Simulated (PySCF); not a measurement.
# FH2P, SMILES `FP`: electronic structure

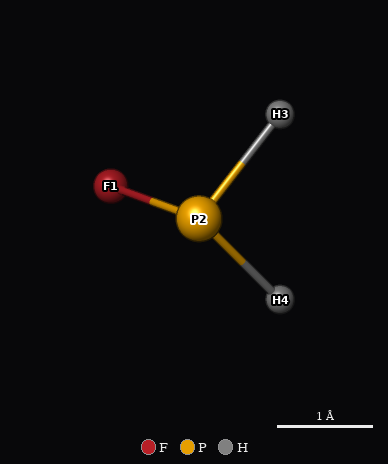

The molecule, with its atoms numbered as below. No frequency check shows the geometry to be a minimum.

Geometry (Å), atoms numbered from 1:

```
F1      -1.0761    0.0000   -0.0199
P2       0.5494   -0.0000    0.1241
H3       0.7220    1.0076   -0.8411
H4       0.7221   -1.0072   -0.8414
```

Part 1: Bonding charge

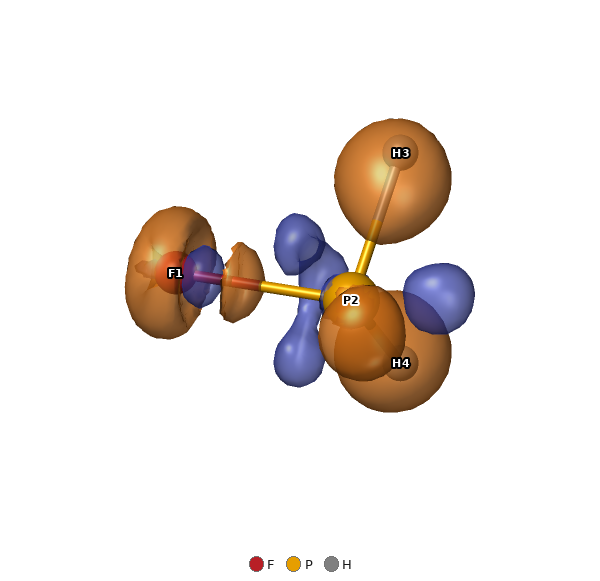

Deformation density (molecule less spherical, spin-averaged free atoms at the same positions), surfaces at ±0.14 e/Å³; orange: gain, blue: loss.

Method: PBE0/def2-TZVP; geometry: GFN2-xTB; program: PySCF.

Q: Describe the bonding that the map shows.

A: P2–H4 and P2–H3: +0.28 e/Å³ at the bond critical point (bond length 1.41 Å, Mayer order 1.0). F1–P2: −0.01 e/Å³ at the bond critical point (bond length 1.63 Å, Mayer order 1.0); up to 0.6 Å beside the axis the gain reaches +0.23 e/Å³. In all, 1.0 electrons gather in the regions of gain relative to the promolecule. A small or negative value marks a very polar bond, one between electron-rich atoms, whose free-atom densities already overlap strongly, a long bond to a heavier atom, or a closed-shell contact such as a hydrogen bond.

Q: Where do the Hirshfeld charges lie?

A: The highest Hirshfeld charge is on P2 (+0.20 e), the lowest on F1 (−0.17 e).

Part 2: Bond critical points

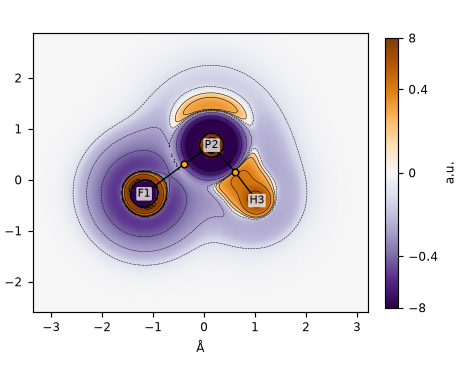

Negative Laplacian of the density (−∇²ρ) in the plane of F1, P2 and H3 (orange positive, purple negative, colour scale in a.u., logarithmic beyond ±0.04), with bond paths and bond critical points (dots).

Q: Sort the bonds in the plane by the sign of ∇²ρ at their critical points.

A: Concentrated (∇²ρ < 0): P2–H3 (−0.13 a.u.). Depleted (∇²ρ > 0): F1–P2 (+0.61 a.u., H = −0.099). A positive Laplacian with clearly negative H marks a strongly polar covalent bond, whose critical point lies close to the core of the less electronegative atom.

Q: Where along F1–P2 does the critical point lie?

A: 0.98 Å from F1 and 0.66 Å from P2.

Part 3: Local ionisation energy

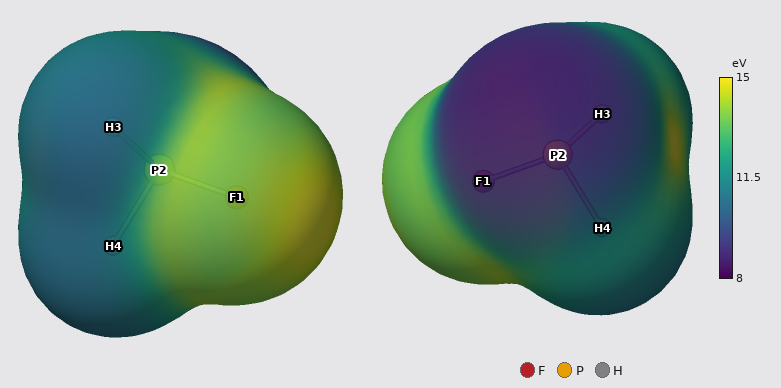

Average local ionisation energy on the surface of electron density 0.001 a.u. (back view left, front view right).

Q: Locate the minima of the map.

A: The lowest value is 8.5 eV, 2.3 Å from P2. Further minima include 10.4 eV, 1.6 Å from H4. For comparison, the highest occupied orbital lies at −8.0 eV.

Part 4: In an electric field

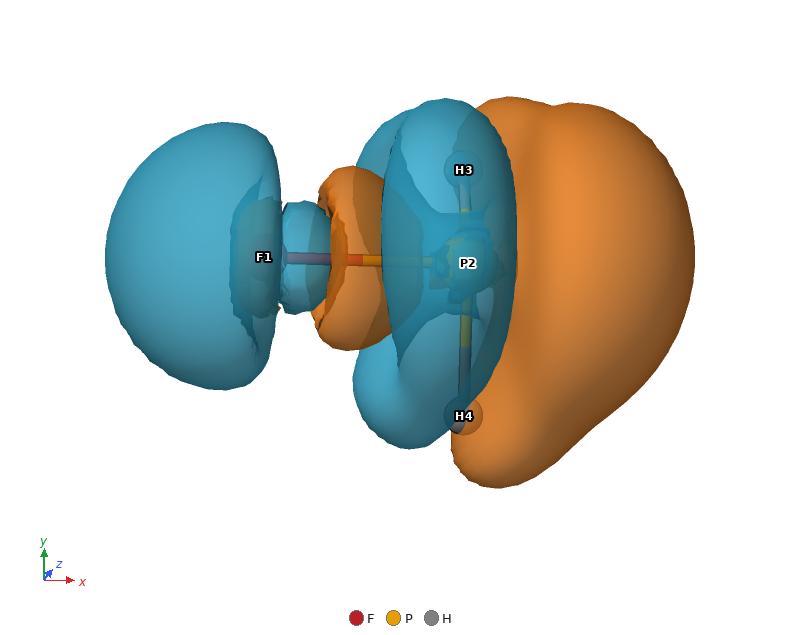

Change of the electron density in a uniform field of 0.21 V/Å, surfaces at ±0.001 e/Å³ (light blue: gain, orange: loss).

Computed with PySCF, PBE0/def2-TZVP, geometry: GFN2-xTB. A basis without diffuse functions makes polarisabilities too small.

Q: Along which Cartesian direction does the field point?

A: Along +x: electrons gather on the −x side, against the field.

Q: How large is the response?

A: The induced dipole is 0.23 D (along the field); α along this axis, from the fields in both directions, is 23 bohr³ (3.4 Å³).

Q: Which atoms gain and lose the most charge?

A: Electrons gather most on F1 (Hirshfeld charge changes by −0.011 e) and leave P2 most (+0.007 e); 0.026 electrons are displaced in all.

Part 5: Removing or adding an electron

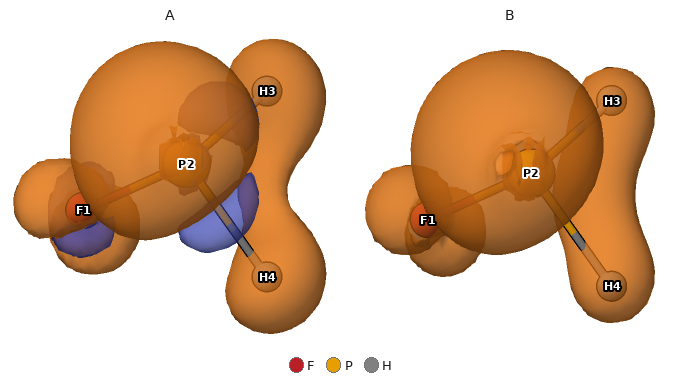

The Fukui function f⁻ from two separate SCF calculations and the density of the HOMO, at ±0.05 e/Å³ (orange positive, blue negative).

Level of theory: PBE0/def2-TZVP (PySCF), at a geometry from GFN2-xTB.

Q: Which panel is which, and how good is the frozen-orbital picture?

A: A is f⁻ (it has negative regions), B the HOMO density. The HOMO lies on P2 (70 %), F1 (14 %) and H3 and H4 (8 % each); f⁻ (Hirshfeld-condensed) is largest on P2 (0.57); the vertical ionisation energy is 10.69 eV. Relaxation shifts 13 % of the electron between atoms. The orbital energy is −7.98 eV.
